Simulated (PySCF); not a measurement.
# Energy and gradient calculation, with input and output: C$_{2}$H$_{3}$F$_{2}$In

C$_{2}$H$_{3}$F$_{2}$In, computed with SVWN5/3-21G, RKS (PySCF 2.14.0).

The geometry comes from this level: PBE0-D4/def2-TZVP.

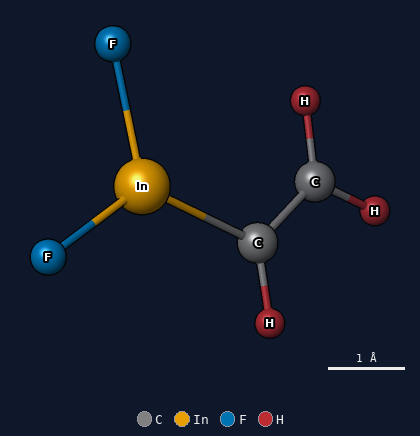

Figure 1. The structure as given in the input (ball-and-stick view, seen at an oblique angle). Sticks mark near contacts. Bond lengths as drawn: C–C 1.33 Å, C–H 1.09 Å, C–In 2.10 Å and F–In 1.94 Å.

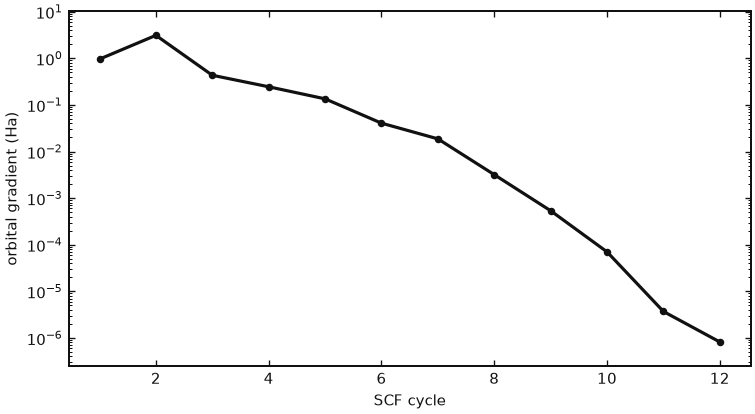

Figure 2. Convergence of the self-consistent field: orbital gradient against the SCF cycle. The residual comes down, with one marked jump up, by a factor of about 3, at step 2.

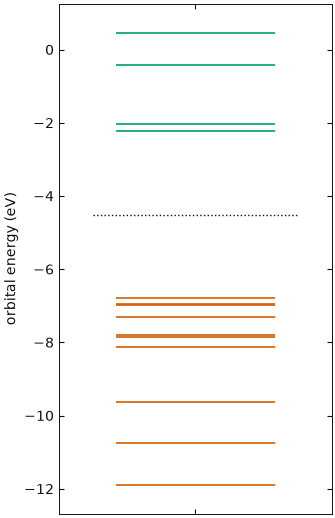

Figure 3. Orbital energies near the frontier; the dotted line parts filled from empty levels, and levels within 0.02 eV of each other stand side by side. Highest filled −6.80 eV, lowest empty −2.23 eV, 4.57 eV apart.

The input that produced these results follows, with the program's output.

### The input (calc.py)
```python
import pyscf.grad
from pyscf import gto, dft

system = gto.M(
    atom='''
C    0.046500   0.937600   1.199900
C   -0.561400  -0.067600   0.580500
In   0.154000  -0.799000  -1.252300
F   -0.524700  -2.232000  -2.367400
F    1.723600  -0.057900  -2.128300
H   -0.324800   1.318600   2.148900
H    0.930100   1.428000   0.803500
H   -1.443200  -0.527800   1.015100
''',
    max_memory=1860,
    basis='3-21g',
    verbose=4,
)

calc0 = dft.RKS(system, xc='svwn')
calc0.grids.level = 5
calc0.conv_tol = 1e-10
calc0.kernel()
if not calc0.converged:
    calc0 = calc0.newton().run(calc0.mo_coeff, calc0.mo_occ)

e_final = calc0.e_tot
print(f'total energy: {e_final:.8f} hartree')
grad = calc0.Gradients().kernel()
calc0.analyze()
```

Command:
```bash
OMP_NUM_THREADS=1 python calc.py
```

### The program's output
```
PySCF version 2.14.0

[INPUT] num. atoms = 8
[INPUT] num. electrons = 82
[INPUT] charge = 0
[INPUT] spin (= nelec alpha-beta = 2S) = 0
[INPUT] symmetry False subgroup None
[INPUT] Mole.unit = angstrom
[INPUT] Symbol           X                Y                Z      unit          X                Y                Z       unit  Magmom
[INPUT]  1 C      0.046500000000   0.937600000000   1.199900000000 AA    0.087872264792   1.771807214392   2.267482376866 Bohr   0.0
[INPUT]  2 C     -0.561400000000  -0.067600000000   0.580500000000 AA   -1.060892246331  -0.127745486021   1.096986015310 Bohr   0.0
[INPUT]  3 In     0.154000000000  -0.799000000000  -1.252300000000 AA    0.291017823183  -1.509891173527  -2.366504025793 Bohr   0.0
[INPUT]  4 F     -0.524700000000  -2.232000000000  -2.367400000000 AA   -0.991539297559  -4.217868710029  -4.473737627295 Bohr   0.0
[INPUT]  5 F      1.723600000000  -0.057900000000  -2.128300000000 AA    3.257131948300  -0.109415142612  -4.021904110912 Bohr   0.0
[INPUT]  6 H     -0.324800000000   1.318600000000   2.148900000000 AA   -0.613783045259   2.491792867851   4.060832469078 Bohr   0.0
[INPUT]  7 H      0.930100000000   1.428000000000   0.803500000000 AA    1.757634268458   2.698528905879   1.518394941088 Bohr   0.0
[INPUT]  8 H     -1.443200000000  -0.527800000000   1.015100000000 AA   -2.727252742972  -0.997397448545   1.918260989046 Bohr   0.0

nuclear repulsion = 467.923878668431
number of shells = 39
number of NR pGTOs = 150
number of NR cGTOs = 73
basis = 3-21g
ecp = {}

******** <class 'pyscf.dft.rks.RKS'> ********
method = RKS
initial guess = minao
damping factor = 0
level_shift factor = 0
DIIS = <class 'pyscf.scf.diis.CDIIS'>
diis_start_cycle = 1
diis_space = 8
diis_damp = 0
SCF conv_tol = 1e-10
SCF conv_tol_grad = None
SCF max_cycles = 50
direct_scf = True
direct_scf_tol = 1e-13
XC library pyscf.dft.libxc version 7.0.0
    S. Lehtola, C. Steigemann, M. J.T. Oliveira, and M. A.L. Marques.,  SoftwareX 7, 1–5 (2018)
XC functionals = svwn
    P. A. M. Dirac.,  Math. Proc. Cambridge Philos. Soc. 26, 376 (1930)
    F. Bloch.,  Z. Phys. 57, 545 (1929)
    S. H. Vosko, L. Wilk, and M. Nusair.,  Can. J. Phys. 58, 1200 (1980)
radial grids:
    Treutler-Ahlrichs [JCP 102, 346 (1995); DOI:10.1063/1.469408] (M4) radial grids

becke partition: Becke, JCP 88, 2547 (1988); DOI:10.1063/1.454033
pruning grids: <function nwchem_prune>
grids dens level: 5
symmetrized grids: False
atomic radii adjust function: <function treutler_atomic_radii_adjust>
small_rho_cutoff = 0
Set gradient conv threshold to 1e-05
Initial guess from minao.
tot grids = 291664
init E= -5974.62069592782
  HOMO = -0.356767387063579  LUMO = -0.154482278906254  gap/eV = 5.50446
cycle= 1 E= -5985.94618112613  delta_E= -11.3  |g|= 0.961  |ddm|= 2.81
  HOMO = -0.0492651576036947  LUMO = -0.0209921331548966  gap/eV = 0.76935
cycle= 2 E= -5984.13899085047  delta_E= 1.81  |g|= 3.11  |ddm|= 3.53
  HOMO = -0.215708628394403  LUMO = -0.0611029284686505  gap/eV = 4.20704
cycle= 3 E= -5986.06658024894  delta_E= -1.93  |g|= 0.433  |ddm|= 3.06
  HOMO = -0.247168662009297  LUMO = -0.0887580538671906  gap/eV = 4.31057
cycle= 4 E= -5986.11220900868  delta_E= -0.0456  |g|= 0.245  |ddm|= 0.802
  HOMO = -0.244094009597373  LUMO = -0.0866670543343409  gap/eV = 4.28381
cycle= 5 E= -5986.12294485928  delta_E= -0.0107  |g|= 0.135  |ddm|= 0.269
  HOMO = -0.247226520768306  LUMO = -0.0826559267659821  gap/eV = 4.47819
cycle= 6 E= -5986.1273150149  delta_E= -0.00437  |g|= 0.0406  |ddm|= 0.125
  HOMO = -0.249121133068015  LUMO = -0.0819665607856055  gap/eV = 4.54851
cycle= 7 E= -5986.12763562491  delta_E= -0.000321  |g|= 0.0187  |ddm|= 0.0414
  HOMO = -0.249429076563855  LUMO = -0.0818783345930534  gap/eV = 4.55929
cycle= 8 E= -5986.12770478979  delta_E= -6.92e-05  |g|= 0.00319  |ddm|= 0.0167
  HOMO = -0.249815281825325  LUMO = -0.0819895718138453  gap/eV = 4.56677
cycle= 9 E= -5986.1277069799  delta_E= -2.19e-06  |g|= 0.000536  |ddm|= 0.00409
  HOMO = -0.249787199105985  LUMO = -0.0819822810690485  gap/eV = 4.56620
cycle= 10 E= -5986.12770709552  delta_E= -1.16e-07  |g|= 7.03e-05  |ddm|= 0.00108
  HOMO = -0.249791235222268  LUMO = -0.0819790849510147  gap/eV = 4.56640
cycle= 11 E= -5986.12770709809  delta_E= -2.57e-09  |g|= 3.7e-06  |ddm|= 0.000155
  HOMO = -0.249791292399645  LUMO = -0.0819789220277705  gap/eV = 4.56641
cycle= 12 E= -5986.1277070981  delta_E= -1.09e-11  |g|= 8.2e-07  |ddm|= 7.71e-06
  HOMO = -0.249791331815171  LUMO = -0.0819789373240343  gap/eV = 4.56641
Extra cycle  E= -5986.12770709807  delta_E= 2.91e-11  |g|= 1.83e-06  |ddm|= 3.52e-06
converged SCF energy = -5986.12770709807
total energy: -5986.12770710 hartree

******** <class 'pyscf.grad.rks.Gradients'> for <class 'pyscf.dft.rks.RKS'> ********
unit = Eh/Bohr
grid_response = False
--------------- RKS gradients ---------------
         x                y                z
0 C     0.0021750354     0.0011260617    -0.0009746501
1 C    -0.0047221408     0.0040370406     0.0110369306
2 In    -0.0063310935     0.0021951659     0.0104475403
3 F    -0.0050286555    -0.0096256115    -0.0068631682
4 F     0.0114611997     0.0064427289    -0.0049791471
5 H     0.0021456397    -0.0036894276    -0.0075794285
6 H    -0.0069450880    -0.0038538484     0.0031185162
7 H     0.0072649027     0.0033066714    -0.0042060759
----------------------------------------------
**** SCF Summaries ****
Total Energy =                       -5986.127707098067731
Nuclear Repulsion Energy =             467.923878668430859
One-electron Energy =                -9210.552705090298332
Two-electron Energy =                 2756.501119323799685
Two-electron Coulomb Energy =         2938.250230527383337
DFT Exchange-Correlation Energy =     -181.749111203583510
HOMO-LUMO gap [eV] =                     4.566407845438831
**** MO energy ****
MO #1   energy= -977.511185917357  occ= 2
MO #2   energy= -143.398727714918  occ= 2
MO #3   energy= -133.514389156647  occ= 2
MO #4   energy= -133.513754826956  occ= 2
MO #5   energy= -133.513539286059  occ= 2
MO #6   energy= -27.1505540652623  occ= 2
MO #7   energy= -23.8800037545189  occ= 2
MO #8   energy= -23.8764373071692  occ= 2
MO #9   energy= -23.0412099910052  occ= 2
MO #10  energy= -23.0359024312923  occ= 2
MO #11  energy= -23.0346720025092  occ= 2
MO #12  energy= -16.0245808628069  occ= 2
MO #13  energy= -16.0222571581825  occ= 2
MO #14  energy= -16.0215554272549  occ= 2
MO #15  energy= -16.0205944414916  occ= 2
MO #16  energy= -16.0200052873277  occ= 2
MO #17  energy= -9.75179425938398  occ= 2
MO #18  energy= -9.74760814595257  occ= 2
MO #19  energy= -4.08005274210821  occ= 2
MO #20  energy= -2.75018810293906  occ= 2
MO #21  energy= -2.74160096101581  occ= 2
MO #22  energy= -2.74101126447802  occ= 2
MO #23  energy= -0.971447506002153 occ= 2
MO #24  energy= -0.967713856960358 occ= 2
MO #25  energy= -0.759969064721081 occ= 2
MO #26  energy= -0.748838475104623 occ= 2
MO #27  energy= -0.748713152693877 occ= 2
MO #28  energy= -0.743988047105802 occ= 2
MO #29  energy= -0.735091621950049 occ= 2
MO #30  energy= -0.702999894385953 occ= 2
MO #31  energy= -0.525482877729644 occ= 2
MO #32  energy= -0.43682687335928  occ= 2
MO #33  energy= -0.395544430410464 occ= 2
MO #34  energy= -0.354243003250918 occ= 2
MO #35  energy= -0.298258364059676 occ= 2
MO #36  energy= -0.28854206801144  occ= 2
MO #37  energy= -0.287046635428853 occ= 2
MO #38  energy= -0.268728933518535 occ= 2
MO #39  energy= -0.256402773137137 occ= 2
MO #40  energy= -0.25511912030143  occ= 2
MO #41  energy= -0.249791331815171 occ= 2
MO #42  energy= -0.0819789373240343 occ= 0
MO #43  energy= -0.0749978644554483 occ= 0
MO #44  energy= -0.01586359770512  occ= 0
MO #45  energy= 0.0166169781752377 occ= 0
MO #46  energy= 0.0645068629450614 occ= 0
MO #47  energy= 0.0988948370306511 occ= 0
MO #48  energy= 0.133923320857321  occ= 0
MO #49  energy= 0.162450899353564  occ= 0
MO #50  energy= 0.164511920481443  occ= 0
MO #51  energy= 0.212870920549209  occ= 0
MO #52  energy= 0.240360383200881  occ= 0
MO #53  energy= 0.282795902053365  occ= 0
MO #54  energy= 0.334477417272488  occ= 0
MO #55  energy= 0.626295961365035  occ= 0
MO #56  energy= 0.65688793136336   occ= 0
MO #57  energy= 0.708477128063814  occ= 0
MO #58  energy= 0.719872996337972  occ= 0
MO #59  energy= 0.775687583410074  occ= 0
MO #60  energy= 0.934865400748052  occ= 0
MO #61  energy= 0.948116950114082  occ= 0
MO #62  energy= 1.01579700773964   occ= 0
MO #63  energy= 1.26758347535132   occ= 0
MO #64  energy= 1.32218391457479   occ= 0
MO #65  energy= 1.62134036108319   occ= 0
MO #66  energy= 1.75722621508381   occ= 0
MO #67  energy= 1.78041768021895   occ= 0
MO #68  energy= 1.813395055609     occ= 0
MO #69  energy= 1.86001750305265   occ= 0
MO #70  energy= 1.95299613096098   occ= 0
MO #71  energy= 1.97550437627265   occ= 0
MO #72  energy= 3.13834959851554   occ= 0
MO #73  energy= 3.15713718735863   occ= 0
 ** Mulliken pop on meta-lowdin orthogonal AOs  **
 ** Mulliken pop  **
pop of  0 C 1s            1.99928
pop of  0 C 2s            1.00529
pop of  0 C 3s            0.00183
pop of  0 C 2px           1.06389
pop of  0 C 2py           1.03267
pop of  0 C 2pz           1.07623
pop of  0 C 3px           0.00343
pop of  0 C 3py           0.00533
pop of  0 C 3pz           0.00361
pop of  1 C 1s            1.99929
pop of  1 C 2s            1.05167
pop of  1 C 3s            0.00401
pop of  1 C 2px           1.07483
pop of  1 C 2py           1.05377
pop of  1 C 2pz           1.10855
pop of  1 C 3px           0.00375
pop of  1 C 3py           0.00546
pop of  1 C 3pz           0.00585
pop of  2 In 1s           2.00000
pop of  2 In 2s           1.99997
pop of  2 In 3s           1.99975
pop of  2 In 4s           1.99937
pop of  2 In 5s           0.95559
pop of  2 In 6s           0.01952
pop of  2 In 2px          1.99999
pop of  2 In 2py          1.99999
pop of  2 In 2pz          1.99999
pop of  2 In 3px          1.99986
pop of  2 In 3py          1.99986
pop of  2 In 3pz          1.99987
pop of  2 In 4px          1.99954
pop of  2 In 4py          1.99952
pop of  2 In 4pz          1.99958
pop of  2 In 5px          0.36241
pop of  2 In 5py          0.35611
pop of  2 In 5pz          0.45975
pop of  2 In 6px          0.02735
pop of  2 In 6py          0.02469
pop of  2 In 6pz          0.02420
pop of  2 In 3dxy         1.99990
pop of  2 In 3dyz         1.99980
pop of  2 In 3dz^2        1.99984
pop of  2 In 3dxz         1.99983
pop of  2 In 3dx2-y2      1.99994
pop of  2 In 4dxy         1.99793
pop of  2 In 4dyz         1.99502
pop of  2 In 4dz^2        1.99744
pop of  2 In 4dxz         1.99597
pop of  2 In 4dx2-y2      1.99897
pop of  3 F 1s            1.99973
pop of  3 F 2s            1.87359
pop of  3 F 3s            0.00333
pop of  3 F 2px           1.86355
pop of  3 F 2py           1.77165
pop of  3 F 2pz           1.82409
pop of  3 F 3px           0.00013
pop of  3 F 3py           0.00032
pop of  3 F 3pz           0.00023
pop of  4 F 1s            1.99973
pop of  4 F 2s            1.87560
pop of  4 F 3s            0.00338
pop of  4 F 2px           1.75827
pop of  4 F 2py           1.85312
pop of  4 F 2pz           1.85182
pop of  4 F 3px           0.00035
pop of  4 F 3py           0.00014
pop of  4 F 3pz           0.00018
pop of  5 H 1s            0.86293
pop of  5 H 2s            0.00924
pop of  6 H 1s            0.86513
pop of  6 H 2s            0.00900
pop of  7 H 1s            0.85515
pop of  7 H 2s            0.00908
 ** Mulliken atomic charges  **
charge of    0C =     -0.19156
charge of    1C =     -0.30718
charge of    2In =      0.78846
charge of    3F =     -0.33660
charge of    4F =     -0.34259
charge of    5H =      0.12783
charge of    6H =      0.12587
charge of    7H =      0.13577
Dipole moment(X, Y, Z, Debye): -1.15653,  1.25987,  3.06455
```

### Results in brief

- outcome: converged
- total energy: −5986.127707 hartree
- basis functions: 73
- largest force: 0.723 eV/Å
- HOMO: −6.80 eV
- LUMO: −2.23 eV
- dipole moment: 3.51 D
- hardware: 1 thread of Intel Xeon @ 2.50GHz (Skylake/Cascade Lake), 189 GiB of memory available, shared host
- wall time: 24 s
- peak memory: 0.41 GiB

### Remarks

The record of the run, not the program, notes: no relativistic term for heavy atoms.
